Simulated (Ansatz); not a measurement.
# C2H6AlCl (dimethylaluminum chloride): HF/cc-pVDZ

Aim: the vertical ionisation energy of C2H6AlCl (dimethylaluminum chloride) at HF/cc-pVDZ, from 2 runs. 

The calculation is run with Ansatz 0.2.0.

56 further runs of the same task are left out: 56 set aside as unsound or not needed.

## Step 1: The molecule

The species is C2H6AlCl (10 atoms), meant as a singlet with charge 0. As SMILES, `[CH3][Al]([CH3])[Cl]`. The coordinates come from a PBE0-D4/def2-TZVP relaxation.

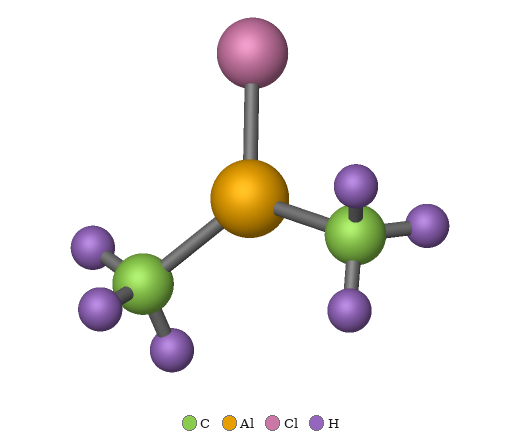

Viewed from a chosen angle; carbon green, aluminium amber, chlorine pink, hydrogen purple.

## Step 2: The energy at HF/cc-pVDZ

Input file input.yaml:

```yaml
crystal:
  periodic: [false, false, false]
  atoms:
    - {symbol: C, position_ang: [-0.517700, 1.358200, -0.989200]}
    - {symbol: Al, position_ang: [-0.252300, -0.446600, -0.322400]}
    - {symbol: C, position_ang: [0.742200, -0.932200, 1.273500]}
    - {symbol: Cl, position_ang: [-1.112300, -2.038200, -1.415400]}
    - {symbol: H, position_ang: [-1.121400, 1.383800, -1.898300]}
    - {symbol: H, position_ang: [-1.010200, 1.981400, -0.235400]}
    - {symbol: H, position_ang: [0.443800, 1.835600, -1.206000]}
    - {symbol: H, position_ang: [0.102400, -1.471200, 1.979300]}
    - {symbol: H, position_ang: [1.158700, -0.063300, 1.788800]}
    - {symbol: H, position_ang: [1.566900, -1.607500, 1.025200]}
basis:
  gaussian: {orbitals: cc-pVDZ}
output: {orbitals: {seedname: orbitals}}
hamiltonian: {xc: hf}
accuracy: high
```

Run with:

```bash
$ ansatz run input.yaml --threads 1 --pin off --max-ram 3480MiB --events-out events.jsonl --progress --plain --runs-dir runs
```

What it wrote:

```text
Warning: RAYON_NUM_THREADS=1 ignored (pool sized by the plan → 1); use --threads N
Functional definition: HF
  name "HF"
  exchange = exact_x
  correlation = 0
2223 factors; integrals over basis functions are off by at most 4.2e-9 eV
mean field evaluation 1: about -21242.5482 eV, gradient 3.0e1 eV
mean field evaluation 2: about -21242.6065 eV, gradient 3.0e1 eV
mean field evaluation 4: about -21245.0632 eV, gradient 2.3e0 eV
mean field evaluation 8: about -21245.0883 eV, gradient 1.1e-1 eV
mean field evaluation 16: about -21245.0884 eV, gradient 6.8e-9 eV
mean field -21245.08836636 eV, -780.7425970256 hartree, gradient 6.8e-9 eV, S^2 0.000000; 0 other end points of the search recorded, 0 dependent functions left out
reference -21245.08836636 eV, -780.7425970256 hartree; 24, 24 occupied and 70, 70 virtual orbitals, 2223 factors
Total energy: -21245.08836636 eV, -780.7425970256 hartree
```

It took 4.5 s on 1 thread of Arm Neoverse V1, shared host; peak memory 0.29 GiB.

## Step 3: The doublet cation at the same level

input.yaml: that of step 2 with these lines changed.

```diff
@@ -15,4 +15,6 @@
   gaussian: {orbitals: cc-pVDZ}
-output: {orbitals: {seedname: orbitals}}
+total_charge: 1
+magnetization: {spin_polarized: true, initial_magnetization: 1}
 hamiltonian: {xc: hf}
 accuracy: high
+output: {orbitals: {seedname: orbitals}}
```

Run with:

```bash
$ ansatz run input.yaml --threads 1 --pin off --max-ram 3480MiB --events-out events.jsonl --progress --plain --runs-dir runs
```

What it wrote:

```text
Warning: RAYON_NUM_THREADS=1 ignored (pool sized by the plan → 1); use --threads N
Functional definition: HF
  name "HF"
  exchange = exact_x
  correlation = 0
2221 factors; integrals over basis functions are off by at most 4.1e-9 eV
mean field evaluation 1: about -21232.3982 eV, gradient 2.2e1 eV
mean field evaluation 2: about -21232.4644 eV, gradient 2.2e1 eV
mean field evaluation 4: about -21235.4000 eV, gradient 2.1e0 eV
mean field evaluation 8: about -21235.5153 eV, gradient 1.9e-1 eV
mean field evaluation 16: about -21235.5169 eV, gradient 5.3e-7 eV
mean field evaluation 32: about -21235.5089 eV, gradient 1.9e-1 eV
mean field evaluation 64: about -21234.3977 eV, gradient 1.0e0 eV
mean field evaluation 96: about -21234.7904 eV, gradient 7.5e-1 eV
mean field -21235.51694657 eV, -780.3908538360 hartree, gradient 2.6e-8 eV, S^2 0.822656; 1 other end points of the search recorded, 0 dependent functions left out
reference -21235.51694657 eV, -780.3908538360 hartree; 24, 23 occupied and 70, 71 virtual orbitals, 2221 factors
Total energy: -21235.51694657 eV, -780.3908538360 hartree
```

It took 12 s on 1 thread of Arm Neoverse V1, shared host; peak memory 0.44 GiB.

## Step 4: Results

Level: HF/cc-pVDZ.

| quantity | value |
| --- | --- |
| singlet C2H6AlCl: total energy | -780.74260 Eh |
| singlet C2H6AlCl: HOMO energy | -10.89 eV |
| singlet C2H6AlCl: LUMO energy | 2.20 eV |
| singlet C2H6AlCl: HOMO–LUMO gap | 13.09 eV |
| doublet cation: total energy | -780.39085 Eh |
| doublet cation: HOMO energy (highest over α and β) | -16.41 eV |
| doublet cation: LUMO energy (lowest over α and β) | -8.20 eV |
| doublet cation: ⟨S²⟩ | 0.823 |
| vertical ionisation energy (to the doublet cation) | 9.571 eV |

What this shows: The vertical ionisation energy comes to 9.57 eV (924 kJ/mol). −ε(HOMO) before ionisation, 10.89 eV, is 1.32 eV above this ionisation energy.
